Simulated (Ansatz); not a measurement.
**A hypothetical structure for TiRuSe2S2**

Starting from a made-up structure for TiRuSe2S2, the aim is the relaxed cell, its shortest contacts and, where a second run follows, its electronic structure.

Calculated with Ansatz 0.2.0; DFT, PBEsol, plane-wave PAW, files of the set soft_1, scalar-relativistic, no spin, cell and ions relaxed at zero pressure; PAW set soft_1.

## Step 1: Set-up

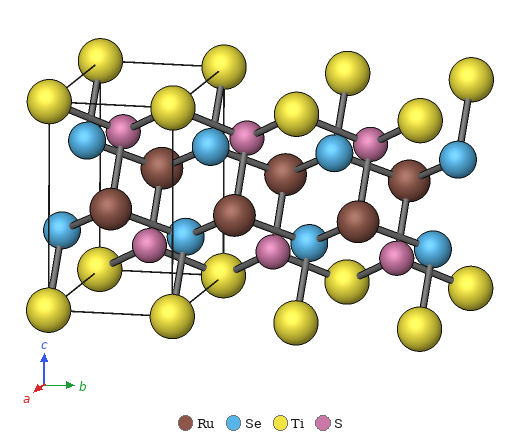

The cell as given, slightly off an axis (ruthenium brown, selenium blue, titanium yellow, sulfur pink). 1×3×1 cells are drawn. Some periodic images of atoms are drawn too.

## Step 2: Relaxation of the guess

The guess takes its coordinates from another compound and its volume from a rule, so the cell and any free coordinates are relaxed together.

File input.yaml:

```yaml
crystal:
  lattice:
    - [5.85, 0.0, 0.0]
    - [0.0, 3.582, 0.0]
    - [-0.077064267, 0.0, 5.966502334]
  atoms:
    - { symbol: Ru, position: [0.0, 0.5, 0.5] }
    - { symbol: Se, position: [0.7428, 0.0, 0.3325] }
    - { symbol: Se, position: [0.2572, 0.0, 0.6675] }
    - { symbol: Ti, position: [0.0, 0.0, 0.0] }
    - { symbol: S, position: [0.7604, 0.5, 0.824] }
    - { symbol: S, position: [0.2396, 0.5, 0.176] }
kpoints:
  mp_grid: { grid: [5, 8, 5] }
scf:
  occupations: { method: fermi_dirac, width: 0.05 }
hamiltonian:
  xc: pbesol
  pseudopotentials: { kind: paw, azcp: { folder: soft_1 }, xc_functional: pbe }
relax:
  f_tol: 0.015
  max_steps: 70
  cell: {}
output:
  forces: true
  stress: true
```

Command:

```bash
ansatz run input.yaml --threads 4 --pin off --max-ram 10240MiB --backend cpu --events-out ev --progress --plain --runs-dir out
```

Numbers of over 12 decimals in the logs are rounded to 6 here.

Output:

```text
Engine: ansatz 0.2.0, aarch64-unknown-linux-gnu
Pseudopotentials: kind: paw
Pseudopotential: Ru, paw, valence charge 16, recommended cutoff 420 eV (normal), soft_1/Ru.paw.azcp
Pseudopotential: Se, paw, valence charge 16, recommended cutoff 420 eV (normal), soft_1/Se.paw.azcp
Pseudopotential: Ti, paw, valence charge 12, recommended cutoff 420 eV (normal), soft_1/Ti.paw.azcp
Pseudopotential: S, paw, valence charge 6, recommended cutoff 420 eV (normal), soft_1/S.paw.azcp
Functional definition: PBEsol
  exchange = pbesol_x
  correlation = pbesol_c
Crystal: 6 atoms, lattice volume = 125.026 Å³
Basis set: ecut = 420 eV, 2439 PW (Γ), exchange–correlation on 80×48×80 points (8 copies of the dense FFT grid, shifted against one another)
Bands: 44, of which v1, the nominal top of the filled ones, is band 36 counted from 1 (35 counted from 0)
Symmetry: 4 space group operations
Space group: P2/m (ITA 10), of the structure as read, at distance tolerance 5.0e-5 Å
k-points: 65 of 200
Non-local potential: Ru, projectors of the file, l = 0: 3, l = 1: 2, l = 2: 2, l = 3: 1
Non-local potential: Se, projectors of the file, l = 0: 2, l = 1: 2, l = 2: 3, l = 3: 1
Non-local potential: Ti, projectors of the file, l = 0: 3, l = 1: 2, l = 2: 3, l = 3: 1
Non-local potential: S, projectors of the file, l = 0: 2, l = 1: 2, l = 2: 1
PAW form: soft (Blöchl's): semilocal exchange-correlation on the pseudo side does not see the compensation charge
PAW frozen core: Ru, regenerated for the run's functional, and the local potential with it (the file was generated under x = pbe(κ = 0.804, μ = 0.219515), c = pbe(β = 0.066725))
PAW frozen core: Se, regenerated for the run's functional, and the local potential with it (the file was generated under x = pbe(κ = 0.804, μ = 0.219515), c = pbe(β = 0.066725))
PAW frozen core: Ti, regenerated for the run's functional, and the local potential with it (the file was generated under x = pbe(κ = 0.804, μ = 0.219515), c = pbe(β = 0.066725))
PAW frozen core: S, regenerated for the run's functional, and the local potential with it (the file was generated under x = pbe(κ = 0.804, μ = 0.219515), c = pbe(β = 0.066725))
PAW one-centre angular grid: Ru, 590 points (default); XC on 64 Gauss nodes
PAW one-centre angular grid: Se, 590 points (default); XC on 64 Gauss nodes
PAW one-centre angular grid: Ti, 590 points (default); XC on 64 Gauss nodes
PAW one-centre angular grid: S, 110 points (default); XC on 64 Gauss nodes
Initial density: superposition of atomic densities (chi_scale 0.1, normalization cell, long waves kept (reshape's long-wave potential 0.05 eV rms))
Initial wavefunctions: pseudopotential atomic-orbital guess
Functional: x = pbesol(κ = 0.804, μ = 0.123457), c = pbesol(β = 0.046)
SCF iter   1: F=—  HF=-20922.769475 eV  |F-HF|=—  |Δ(HF+E_count)|=         —  Δρ=2.72e-1  dr2=2.34e2  ethr=3.10e-3  ⟨swp⟩=7.6  Hψ=11434  notcnv=0
preconditioner: auto → LDOS  [metal: Δε(μ)=0.029 eV  Ē_g=6.556 eV  σ=0.050 eV  W_gap=0.14  n_scr=38 (ndim 8)  ℏωp=19.9 eV  f_vac=0.011  D(μ)=4.02/eV (n_scr^D=38)  β→1.0]
SCF iter   2: F=—  HF=-20920.267969 eV  |F-HF|=—  |Δ(HF+E_count)|=    2.50e0  Δρ=1.51e-1  dr2=4.73e1  ethr=3.10e-3  ⟨swp⟩=4.1  Hψ=7958  notcnv=0  defer=24
SCF iter   3: F=—  HF=-20918.497608 eV  |F-HF|=—  |Δ(HF+E_count)|=    1.77e0  Δρ=1.09e-1  dr2=3.11e1  ethr=3.10e-3  ⟨swp⟩=4.2  Hψ=6992  notcnv=0  defer=133
SCF iter   4: F=—  HF=-20914.727394 eV  |F-HF|=—  |Δ(HF+E_count)|=    3.77e0  Δρ=6.98e-2  dr2=1.22e1  ethr=3.10e-3  ⟨swp⟩=3.9  Hψ=5947  notcnv=0  defer=146
SCF iter   5: F=—  HF=-20912.862717 eV  |F-HF|=—  |Δ(HF+E_count)|=    1.86e0  Δρ=1.80e-2  dr2=7.12e-1  ethr=3.10e-3  ⟨swp⟩=4.1  Hψ=6696  notcnv=0  defer=133
SCF iter   6: F=—  HF=-20912.838099 eV  |F-HF|=—  |Δ(HF+E_count)|=   2.46e-2  Δρ=1.43e-2  dr2=4.81e-1  ethr=9.89e-4  ⟨swp⟩=4.3  Hψ=4596  notcnv=0  defer=108
SCF iter   7: F=—  HF=-20912.804746 eV  |F-HF|=—  |Δ(HF+E_count)|=   3.34e-2  Δρ=8.18e-3  dr2=1.73e-1  ethr=6.69e-4  ⟨swp⟩=2.3  Hψ=3317  notcnv=0  defer=97
SCF iter   8: F=—  HF=-20912.789460 eV  |F-HF|=—  |Δ(HF+E_count)|=   1.53e-2  Δρ=2.59e-3  dr2=1.72e-2  ethr=2.40e-4  ⟨swp⟩=2.4  Hψ=3430  notcnv=0  defer=95
SCF iter   9: F=—  HF=-20912.787852 eV  |F-HF|=—  |Δ(HF+E_count)|=   1.61e-3  Δρ=1.60e-4  dr2=8.85e-5  ethr=2.40e-5  ⟨swp⟩=2.5  Hψ=3843  notcnv=0  defer=73
SCF iter  10: F=—  HF=-20912.787992 eV  |F-HF|=—  |Δ(HF+E_count)|=   1.40e-4  Δρ=1.34e-4  dr2=5.05e-5  ethr=1.23e-7  ⟨swp⟩=3.0  Hψ=5041  notcnv=0  defer=70
SCF iter  11: F=—  HF=-20912.787988 eV  |F-HF|=—  |Δ(HF+E_count)|=   3.66e-6  Δρ=7.01e-5  dr2=1.14e-5  ethr=7.02e-8  ⟨swp⟩=1.1  Hψ=2798  notcnv=0  defer=70
SCF iter  12: F=—  HF=-20912.787987 eV  |F-HF|=—  |Δ(HF+E_count)|=   1.09e-6  Δρ=2.58e-5  dr2=1.54e-6  ethr=1.59e-8  ⟨swp⟩=1.5  Hψ=2846  notcnv=0  defer=70
SCF iter  13: F=-20912.787987 eV  HF=-20912.787987 eV  |F-HF|=9.47e-9  |Δ(HF+E_count)|=   1.46e-7  Δρ=2.35e-6  dr2=1.11e-8  ethr=1.39e-10  ⟨swp⟩=4.0  Hψ=11633  notcnv=0
SCF 1 converged in 13 iterations: F = -20912.787987 eV  dr2 = 1.11e-8
  greatest PAW one-centre occupation: 1.000 electrons in one spin orbital (limit 2), on the Se atom at site 2 (counted from 0), in its partial waves of l = 2
relax step   1: F+E_penalty+E_count = -20912.78798688 eV  Δ(F+E_penalty+E_count) = +0.000e0 eV  max|allowed force component| = 5.056e-1 eV/Å  Δτ_max = 0.0000 Å  P = -7.411 GPa  Ω = 125.026 Å³  (13 SCF iters, dr2 threshold 1.00e-7 eV, accepted)
Crystal: 6 atoms, lattice volume = 114.049 Å³
Basis set: ecut = 420 eV, 2207 PW (Γ), exchange–correlation on 80×48×80 points (8 copies of the dense FFT grid, shifted against one another)
Initial density: handed on by an earlier stage of this run
Initial wavefunctions: those handed on with the density
iter 1 solved again at ethr=1.85e-3 eV; its pass at ethr=3.10e-3 eV (dr2=1.33e0 eV) is discarded
SCF iter   1: F=—  HF=-20913.340505 eV  |F-HF|=—  |Δ(HF+E_count)|=         —  Δρ=1.97e-2  dr2=1.34e0  ethr=1.85e-3  ⟨swp⟩=1.1  Hψ=14349  notcnv=0
preconditioner: auto → LDOS  [metal: Δε(μ)=0.009 eV  Ē_g=7.171 eV  σ=0.050 eV  W_gap=0.04  n_scr=38 (ndim 8)  ℏωp=20.9 eV  f_vac=0.013  D(μ)=4.40/eV (n_scr^D=38)  β→1.0]
SCF iter   2: F=—  HF=-20913.321262 eV  |F-HF|=—  |Δ(HF+E_count)|=   1.92e-2  Δρ=1.69e-2  dr2=8.40e-1  ethr=1.85e-3  ⟨swp⟩=3.0  Hψ=4712  notcnv=0
SCF iter   3: F=—  HF=-20913.203776 eV  |F-HF|=—  |Δ(HF+E_count)|=   1.17e-1  Δρ=2.73e-3  dr2=1.42e-2  ethr=1.17e-3  ⟨swp⟩=2.8  Hψ=4058  notcnv=0  defer=48
SCF iter   4: F=—  HF=-20913.203435 eV  |F-HF|=—  |Δ(HF+E_count)|=   3.40e-4  Δρ=1.34e-3  dr2=3.21e-3  ethr=1.97e-5  ⟨swp⟩=2.1  Hψ=4759  notcnv=0  defer=67
[...]
iter 1 solved again at ethr=7.77e-4 eV; its pass at ethr=3.10e-3 eV (dr2=5.59e-1 eV) is discarded
SCF iter   1: F=—  HF=-20913.314602 eV  |F-HF|=—  |Δ(HF+E_count)|=         —  Δρ=1.36e-2  dr2=5.64e-1  ethr=7.77e-4  ⟨swp⟩=1.2  Hψ=13253  notcnv=0
preconditioner: auto → Kerker (q_TF=auto, 2.551 Å⁻¹)  [metal: Δε(μ)=0.027 eV  Ē_g=7.397 eV  σ=0.050 eV  W_gap=0.13  n_scr=36 (ndim 8)  ℏωp=21.5 eV  f_vac=0.005  D(μ)=4.10/eV (n_scr^D=38)]
SCF iter   2: F=—  HF=-20913.274758 eV  |F-HF|=—  |Δ(HF+E_count)|=   3.98e-2  Δρ=7.81e-3  dr2=2.24e-1  ethr=7.77e-4  ⟨swp⟩=2.0  Hψ=3323  notcnv=0
SCF iter   3: F=—  HF=-20913.249916 eV  |F-HF|=—  |Δ(HF+E_count)|=   2.48e-2  Δρ=1.48e-3  dr2=6.50e-3  ethr=3.11e-4  ⟨swp⟩=3.8  Hψ=5657  notcnv=0
SCF iter   4: F=—  HF=-20913.246961 eV  |F-HF|=—  |Δ(HF+E_count)|=   2.96e-3  Δρ=9.82e-4  dr2=1.90e-3  ethr=9.03e-6  ⟨swp⟩=2.0  Hψ=4985  notcnv=0
SCF iter   5: F=—  HF=-20913.246700 eV  |F-HF|=—  |Δ(HF+E_count)|=   2.60e-4  Δρ=3.13e-4  dr2=2.27e-4  ethr=2.63e-6  ⟨swp⟩=2.8  Hψ=4981  notcnv=0
SCF iter   6: F=—  HF=-20913.246691 eV  |F-HF|=—  |Δ(HF+E_count)|=   9.45e-6  Δρ=1.27e-4  dr2=4.08e-5  ethr=3.16e-7  ⟨swp⟩=2.0  Hψ=4771  notcnv=0
SCF iter   7: F=—  HF=-20913.246689 eV  |F-HF|=—  |Δ(HF+E_count)|=   1.29e-6  Δρ=3.61e-5  dr2=1.53e-6  ethr=5.67e-8  ⟨swp⟩=2.0  Hψ=4112  notcnv=0
SCF iter   8: F=-20913.246690 eV  HF=-20913.246690 eV  |F-HF|=1.24e-7  |Δ(HF+E_count)|=   2.70e-7  Δρ=1.25e-5  dr2=2.32e-7  ethr=8.33e-10  ⟨swp⟩=5.1  Hψ=11765  notcnv=0
SCF 3 converged in 8 iterations: F = -20913.246690 eV  dr2 = 2.32e-7
relax step   3: F+E_penalty+E_count = -20913.24668964 eV  Δ(F+E_penalty+E_count) = -4.369e-2 eV  max|allowed force component| = 5.379e-2 eV/Å  Δτ_max = 0.0811 Å  P = +0.810 GPa  Ω = 107.643 Å³  energy of the carried Pulay correction = +5.180e-3 eV  (8 SCF iters, dr2 threshold 6.00e-7 eV, accepted)
[...]
relax step   4: F+E_penalty+E_count = -20913.25330395 eV  Δ(F+E_penalty+E_count) = -6.614e-3 eV  max|allowed force component| = 2.436e-2 eV/Å  Δτ_max = 0.0263 Å  P = +0.059 GPa  Ω = 109.844 Å³  energy of the carried Pulay correction = +4.481e-3 eV  (7 SCF iters, dr2 threshold 6.00e-7 eV, accepted)
[...]
relax step   5: F+E_penalty+E_count = -20913.25435814 eV  Δ(F+E_penalty+E_count) = -1.054e-3 eV  max|allowed force component| = 2.339e-2 eV/Å  Δτ_max = 0.0140 Å  P = -0.142 GPa  Ω = 110.311 Å³  energy of the carried Pulay correction = +4.335e-3 eV  (6 SCF iters, dr2 threshold 4.13e-7 eV, accepted)
[...]
relax step   6: F+E_penalty+E_count = -20913.25504012 eV  Δ(F+E_penalty+E_count) = -6.820e-4 eV  max|allowed force component| = 8.896e-3 eV/Å  Δτ_max = 0.0058 Å  P = -0.039 GPa  Ω = 110.508 Å³  energy of the carried Pulay correction = +4.273e-3 eV  (6 SCF iters, dr2 threshold 4.95e-7 eV, accepted)
[...]
relax step   7: F+E_penalty+E_count = -20913.25525450 eV  Δ(F+E_penalty+E_count) = -2.144e-4 eV  max|allowed force component| = 7.024e-3 eV/Å  Δτ_max = 0.0062 Å  P = -0.022 GPa  Ω = 110.665 Å³  energy of the carried Pulay correction = +4.224e-3 eV  (5 SCF iters, dr2 threshold 1.25e-7 eV, accepted)
[...]
relax step   8: F+E_penalty+E_count = -20913.25527361 eV  Δ(F+E_penalty+E_count) = -1.912e-5 eV  max|allowed force component| = 1.832e-3 eV/Å  Δτ_max = 0.0010 Å  P = +0.002 GPa  Ω = 110.660 Å³  energy of the carried Pulay correction = +4.226e-3 eV  (5 SCF iters, dr2 threshold 8.19e-9 eV, accepted)
Initial wavefunctions: pseudopotential atomic-orbital guess (no wavefunctions were taken with the density)
iter 1 solved again at ethr=1.10e-6 eV; its pass at ethr=3.10e-3 eV (dr2=7.93e-4 eV) is discarded
SCF iter   1: F=—  HF=-20913.251701 eV  |F-HF|=—  |Δ(HF+E_count)|=         —  Δρ=1.65e-4  dr2=3.40e-6  ethr=1.10e-6  ⟨swp⟩=3.7  Hψ=18553  notcnv=0
SCF iter   2: F=—  HF=-20913.251769 eV  |F-HF|=—  |Δ(HF+E_count)|=   6.78e-5  Δρ=3.86e-5  dr2=2.48e-6  ethr=4.72e-9  ⟨swp⟩=2.7  Hψ=5479  notcnv=0
SCF iter   3: F=—  HF=-20913.251768 eV  |F-HF|=—  |Δ(HF+E_count)|=   6.10e-7  Δρ=2.39e-5  dr2=8.30e-7  ethr=3.44e-9  ⟨swp⟩=2.0  Hψ=5153  notcnv=0
SCF iter   4: F=—  HF=-20913.251768 eV  |F-HF|=—  |Δ(HF+E_count)|=   1.33e-7  Δρ=5.36e-6  dr2=3.97e-8  ethr=1.15e-9  ⟨swp⟩=2.2  Hψ=4884  notcnv=0
SCF iter   5: F=—  HF=-20913.251768 eV  |F-HF|=—  |Δ(HF+E_count)|=   1.40e-8  Δρ=2.25e-6  dr2=7.95e-9  ethr=5.51e-11  ⟨swp⟩=2.0  Hψ=5074  notcnv=0
SCF iter   6: F=—  HF=-20913.251768 eV  |F-HF|=—  |Δ(HF+E_count)|=  6.18e-10  Δρ=8.96e-7  dr2=1.06e-9  ethr=1.10e-11  ⟨swp⟩=2.8  Hψ=5110  notcnv=0
SCF iter   7: F=-20913.251768 eV  HF=-20913.251768 eV  |F-HF|=4.00e-11  |Δ(HF+E_count)|=  2.07e-10  Δρ=2.01e-7  dr2=5.02e-11  ethr=1.00e-12  ⟨swp⟩=4.0  Hψ=12499  notcnv=0
SCF 9 converged in 7 iterations: F = -20913.251768 eV  dr2 = 5.02e-11
relax step   9: F+E_penalty+E_count = -20913.25176796 eV  Δ(F+E_penalty+E_count) = +3.506e-3 eV  max|allowed force component| = 2.832e-3 eV/Å  Δτ_max = 0.0000 Å  P = -0.002 GPa  Ω = 110.660 Å³  stress off target by 1.66e-2 GPa  SCF on the basis re-selected at this cell (its energy is not comparable with the rows above)  (7 SCF iters)
basis re-selected at this cell: Δ(F+E_penalty+E_count) = +3.506e-3 eV, ΔP = -0.004 GPa vs the last step (what re-selecting the basis moved, of the pressure what is left beyond the Pulay correction that the steps carried, after the strain that the cell walked since its last selection, with what the two solves' SCF thresholds leave and, on support functions, any second-order correction that the steps lacked; it is no m [...]
SCF converged after 7 iterations
Free energy (F): -20913.251768 eV
Harris-Foulkes:  -20913.251768 eV  (|F-HF|=4.00e-11)
Internal energy: -20913.220917 eV  (E = F + TS)
E sigma→0 (E₀):  -20913.236343 eV
Entropy (-TS):   -0.030851 eV (-5.142 meV/atom)
Fermi energy:    10.752296 eV
--- Per-component energies (eV) ---
  E_band       = -1091.080383
  E_kinetic    = 1174.898600
  E_local      = -9184.773733  (includes V_loc(G=0)·N_el)
  E_nonlocal   = -157.756136
  E_hartree    = 4321.143848
  E_xc         = -630.300564
  E_vxc        = -706.443986  (∫ρ·V_xc dr)
  E_paw        = -9815.143492  (= ΣΔE_a)
  E_vpaw       = -859.292408  (= ΣTr[D̂ρ^β])
  E_aug_tail   = -0.000179  (compensation charges beyond the density's cutoff)
  E_ewald      = -6623.822745
  E_core_change = 2.533484  (= ΣΔE_core)
  E_smearing   = -0.030851  (= −TS)
  E_closure    = -0.000000  (closes the sum)
  Σ components = -20913.251768   (vs F -20913.251768, Δ=0.00e0)
--- Forces (eV/Å), atoms counted from 1 ---
  atom   1  Ru     0.00000000     0.00000000     0.00000000
  atom   2  Se    -0.00283228    -0.00000000    -0.00037737
  atom   3  Se     0.00283228     0.00000000     0.00037737
  atom   4  Ti     0.00000000     0.00000000     0.00000000
  atom   5  S     -0.00015343    -0.00000000     0.00230885
  atom   6  S      0.00015343     0.00000000    -0.00230885
  max |Σ_I F_I| component: 4.61e-19 eV/Å
--- Stress (GPa, compression-positive) ---
        0.012212      -0.000000      -0.010376
       -0.000000      -0.009892      -0.000000
       -0.010376      -0.000000      -0.008168
  P = ⅓ Tr σ = -0.0019 GPa (-0.019 kbar)
--- Relaxed structure (8 steps of the walk, 8 accepted, 1 SCFs on fresh bases) ---
  F+E_penalty+E_count = -20913.25176796 eV   max|allowed force component| = 2.832e-3 eV/Å   (the final SCF, on the basis selected at the relaxed cell)
  cell:  # Å, volume = 110.6595 Å³
    - [5.869834, -1.8338988354481135e-17, -0.082591]
    - [-1.1229103638589984e-17, 3.394679, -5.490126455508211e-17]
    - [-0.161562, -9.120691246970238e-17, 5.555743]
  atoms:
    - { symbol: Ru, position: [0.0, 0.500000, 0.500000] }
    - { symbol: Se, position: [0.728171, 2.1408894912668095e-19, 0.333079] }
    - { symbol: Se, position: [0.271829, -2.1408894912668403e-19, 0.666921] }
    - { symbol: Ti, position: [0, 0, 0] }
    - { symbol: S, position: [0.753077, 0.500000, 0.827903] }
    - { symbol: S, position: [0.246923, 0.500000, 0.172097] }
```

Run time: 47 s. Hardware: 4 threads of Arm Neoverse V1, shared host; peak memory 0.67 GiB; 3 min of CPU time.

Step by step:

```csv
step,energy less that of the first step (eV),largest force component (eV/Å),pressure (GPa),volume (Å³)
1,0.0000,0.5056,-7.41,125.03
2,-0.4150,0.2195,-1.30,114.05
3,-0.4587,0.0538,0.81,107.64
4,-0.4653,0.0244,0.06,109.84
5,-0.4664,0.0234,-0.14,110.31
6,-0.4671,0.0089,-0.04,110.51
7,-0.4673,0.0070,-0.02,110.67
8,-0.4673,0.0018,0.00,110.66
9*,-0.4638,0.0028,0.00,110.66
```

Relaxation steps marked * repeat the geometry before them on a plane-wave basis chosen anew for their cell, so energy and pressure can jump there.

Forces are held to the 4 operations that the run works with; a distortion that breaks them can't arise in this run.

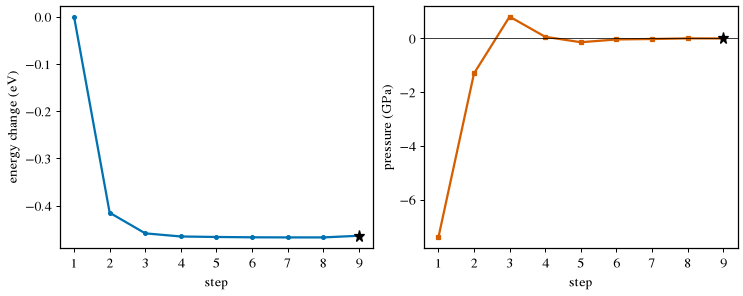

Energy and pressure along the relaxation. Stars mark steps on a basis chosen anew.

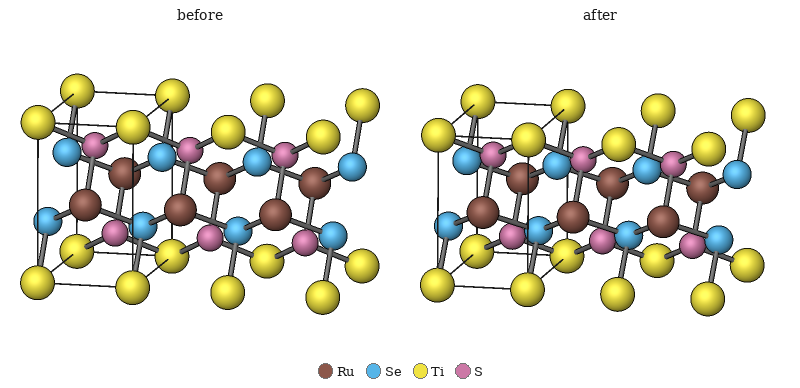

Before and after, at one scale.

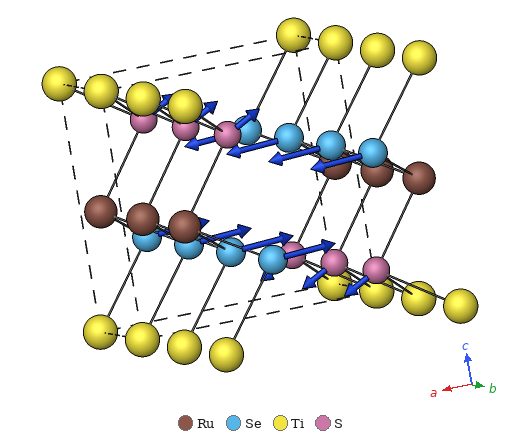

Displacements in the relaxation, exaggerated, measured against the changing cell; the longest in the cell stands for 0.09 Å. 1×3×1 cells are drawn. Some periodic images of atoms are drawn too.

```
     cell as run  before  after   change
           a (Å)   5.850  5.870   +0.3 %
           b (Å)   3.582  3.395   -5.2 %
           c (Å)   5.967  5.558   -6.9 %
           β (°)   90.74  92.47   +1.9 %
volume (Å³/atom)   20.84  18.44  -11.5 %
```

The atoms that moved most (Å, as changes of fractional coordinates times the final cell):

| atom | dx | dy | dz | length |
| --- | --- | --- | --- | --- |
| Se2 | -0.086 | 0.000 | 0.004 | 0.086 |
| Se3 | 0.086 | 0.000 | -0.004 | 0.086 |
| S5 | -0.044 | 0.000 | 0.022 | 0.049 |
| S6 | 0.044 | 0.000 | -0.022 | 0.049 |

The relaxed structure:

```cif
data_structure
_symmetry_space_group_name_H-M 'P 1'
_symmetry_Int_Tables_number 1
_cell_length_a 5.8704
_cell_length_b 3.3947
_cell_length_c 5.5581
_cell_angle_alpha 90.000
_cell_angle_beta 92.472
_cell_angle_gamma 90.000
_cell_volume 110.66
loop_
_atom_site_label
_atom_site_type_symbol
_atom_site_fract_x
_atom_site_fract_y
_atom_site_fract_z
_atom_site_occupancy
Ru1 Ru 0.00000 0.50000 0.50000 1
Se2 Se 0.72817 0.00000 0.33308 1
Se3 Se 0.27183 0.00000 0.66692 1
Ti4 Ti 0.00000 0.00000 0.00000 1
S5 S 0.75308 0.50000 0.82790 1
S6 S 0.24692 0.50000 0.17210 1
```

This step gave:

```yaml
free_energy: -20913.2518 eV
energy_at_zero_smearing: -20913.2363 eV
smearing_term_ts: 0.03085 eV
fermi_energy: 10.75 eV
electrons: 72
symmetry_operations: 4
pressure: -0.001950 GPa
```

The shortest distance of each pair, which need not be the same contact before and after:

| pair | guess (Å) | relaxed (Å) |
| --- | --- | --- |
| Ru–S | 2.403 | 2.377 |
| S–Ti | 2.497 | 2.404 |
| Ru–Se | 2.536 | 2.482 |
| Se–Ti | 2.505 | 2.496 |
| S–Se | 3.437 | 3.230 |

The relaxation ends with a largest force component of 0.0028 eV/Å and a pressure of 0.00 GPa.

## Step 3: Summary of results

```json
{
 "space group, relaxed": "P2/m",
 "conventional cell": "a = 5.558, b = 3.395, c = 5.870 Å; α = 90.0°, β = 92.5°, γ = 90.0°",
 "volume per atom": "18.44 Å³ (guess 20.84)"
}
```

What this shows: TiRuSe2S2 relaxes to P2/m with a = 5.558, b = 3.395 and c = 5.870 Å. The guessed volume was 13 % too large. The space group P2/m was held in the relaxation, so the end point is a stationary structure within it and may be a saddle against distortions or other arrangements. Mesh and cutoff weren't tested. No dispersion term is used, so weakly bound directions may come out too long. The runs have no spin, and magnetism wasn't tested. Nothing here tests whether the compound is stable against decomposition.

[Logs are printed without paths, hosts, clocks, repeated set-up lines and the standing remarks that a program may print on its own settings, such as how far it seeks lower states.]

[Hosts, paths, dates, database ids (printed as entryN), source tags and the programs' standing remarks are cut or masked in the printed files.]
